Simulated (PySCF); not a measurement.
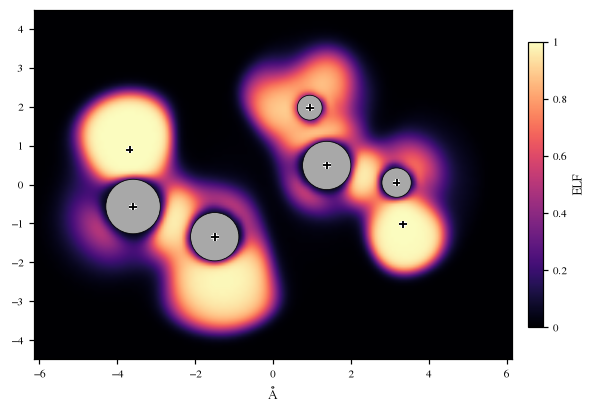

The electron localisation function on a plane through atoms (crosses mark nuclei in the plane; grey discs cover the cores).

Level of theory: PBE0/pcSseg-1, SCF density, gas phase, non-relativistic (PySCF).

Candidates:
A. C$_{5}$H$_{11}$PSi (SMILES C#CCP(C)[SiH2]C)
B. C$_{5}$H$_{15}$NP$_{2}$Si (SMILES CP1(=N)CCP([SiH3])CC1)

**Which candidate gave the map?**

Candidate B: C$_{5}$H$_{15}$NP$_{2}$Si on the plane of atoms P2, C1 and H12, which holds C, P, N, Si and H. P–N (1.56 Å): the ELF peaks at about 0.85 between the atoms; a short, strongly polar bond. C–P (1.85 Å): the ELF peaks at about 0.95 between the atoms; localised, covalent bonding.
